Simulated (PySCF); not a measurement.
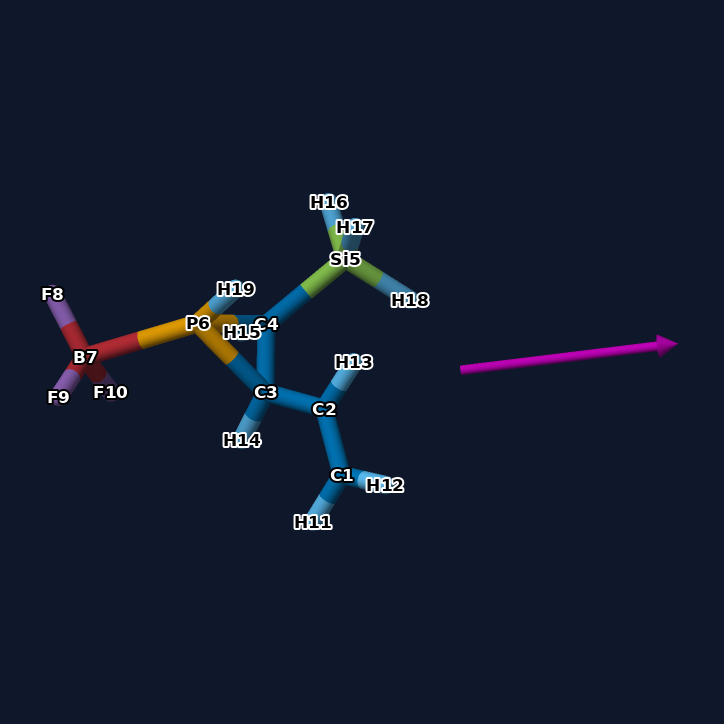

The arrow beside the molecule shows the direction of the dipole moment, from the negative to the positive end (its length means nothing). The geometry was computed by an optimisation with GFN2-xTB. No frequency run is at hand to confirm it as a minimum. Level of theory: PBE0/pcSseg-1, gas phase (PySCF 2.14.0).

**How large is the dipole moment?**

4.37 D; it points from the side of F8, F9 to the side of H18 (the outermost atoms at the two ends).

The geometry is semi-empirical. Around B, P, Si such bond lengths and angles can be off by a tenth of an ångström or more and by several degrees, and values that hang on the shape move with them.
